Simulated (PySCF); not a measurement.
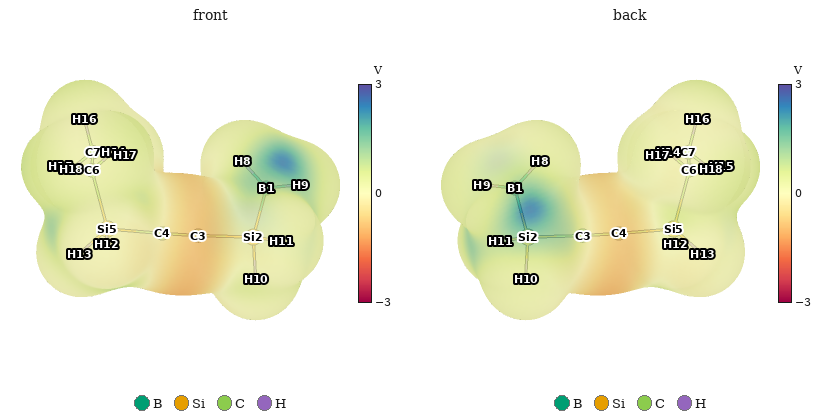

The picture shows: C4H11BSi2 (SMILES B[SiH2]C#C[SiH2]CC). The electrostatic potential painted on the density surface at 0.002 e/bohr³, seen from the front and from behind; red is negative and blue positive.

Geometry: GFN2-xTB.

The calculation used PBE0/pcSseg-1, SCF density, gas phase, non-relativistic (PySCF).

The calculation's input:

```
{"job": {"kind": "nmr", "xc": "PBE0", "basis": "pcSseg-1"}, "charge": 0, "multiplicity": 1}
B     -3.470350    -1.023537     1.209785
Si    -3.093621     0.581713     0.154373
C     -1.313308     0.711150    -0.362515
C     -0.144637     0.759583    -0.680859
Si     1.647465     0.808174    -1.136399
C      2.585608    -0.283866     0.113941
C      2.119399    -1.734888     0.099783
H     -2.643012    -1.806199     1.478273
H     -4.550586    -1.243155     1.604609
H     -3.847508     0.661660    -1.114563
H     -3.361695     1.849133     0.866751
H      2.138337     2.190991    -1.057980
H      1.811139     0.272335    -2.495765
H      2.457013     0.119523     1.120455
H      3.656692    -0.250375    -0.096043
H      2.663568    -2.327380     0.834438
H      1.057615    -1.796114     0.329959
H      2.279122    -2.180826    -0.879899
```

Run with:

```sh
OMP_NUM_THREADS=1 python probes_run.py task.json out
```

### Describe the electrostatic potential map.

The most negative region (about −1.0 V) lies over C3 and C4, the most positive (about +2.3 V) over B1.

### What dipole moment does the calculation give?

Its dipole moment is 1.22 D.
